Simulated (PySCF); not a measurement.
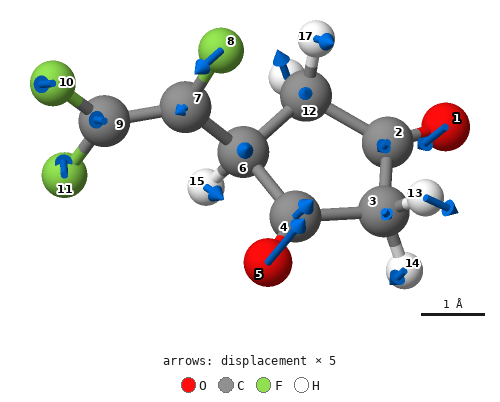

A relaxation of C7H5F3O2. The starting structure is drawn; blue arrows show the displacements, magnified 5 times. The two geometries are superimposed by the best rigid fit.

Style: ball-and-stick. Shown at a tilt.

The start comes from GFN2-xTB.

All numbers below come from PBE0-D3(BJ)/def2-SVP geometry optimisation, gas phase (PySCF). 

> What did the optimiser do to the structure, and how much energy did it gain?

The largest move after the best rigid fit is that of an O atom, 0.26 Å. By element the largest moves are O 0.26 Å, F 0.16 Å, H 0.15 Å, C 0.11 Å. Near-neighbour distances that change, for instance: C–F 1.320 → 1.305 Å, C–C 1.495 → 1.480 Å, C–F 1.347 → 1.337 Å, C–H 1.095 → 1.104 Å. The energy falls by 1.01 kcal/mol in 10 geometry steps. The largest force component goes from 1.1 to 0.021 eV/Å.
